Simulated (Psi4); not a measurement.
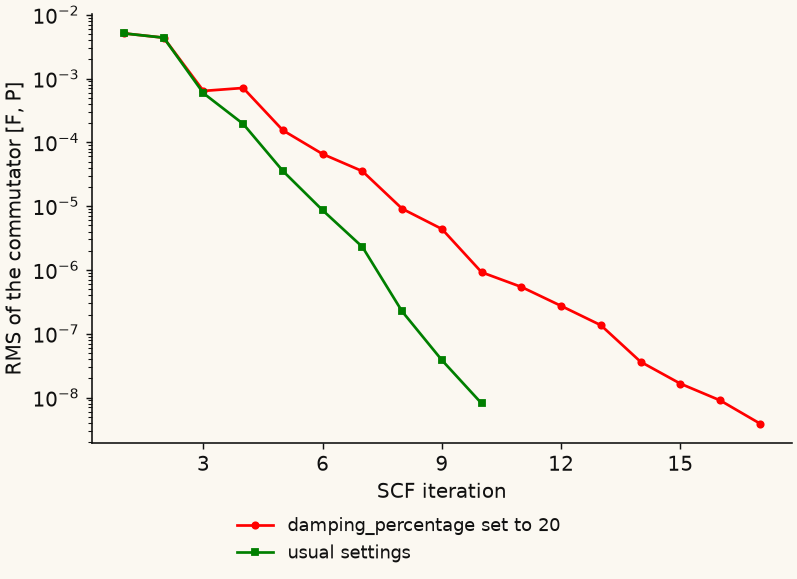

Two SCF runs that differ in one setting.
System: Si(CN)H3 (SMILES [H][Si]([H])([H])C#N).
Method: RHF FNO-CISD, cc-pVDZ (Psi4 1.11).

> Which runs converged, and in how many iterations?

“usual settings” converged in 10 iterations. “damping_percentage set to 20” converged in 17 iterations. Damping keeps part of the old density at each step, which slows an SCF that didn't need it. Both end at the same energy within 1 meV.
